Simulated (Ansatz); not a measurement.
**AlN, thickness series**

Base system: AlN in the wurtzite structure (space group P6_3mc, No. 186; a = 3.107 Å, c = 4.978 Å). Axes: x lies along a and z along c of the hexagonal cell.

Free-standing slabs (4 atom(s) a layer) normal to the y axis with 15 Å of vacuum; in-plane cell held at bulk.

Computed with r2SCAN (Ansatz, an electronic-structure program; PAW; 500 eV plane waves; no SOC).

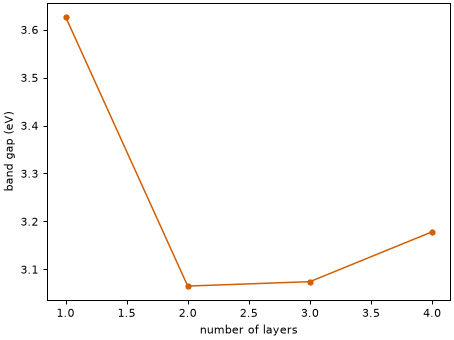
Figure. Band gap against number of layers

From the plot, what is the band gap for 1 layer?

About 3.63 eV.

Is the trend monotonic over the range shown?

No, it turns within the range, spanning 3.07 eV to 3.63 eV.

Whether these cells are dynamically stable was not tested.
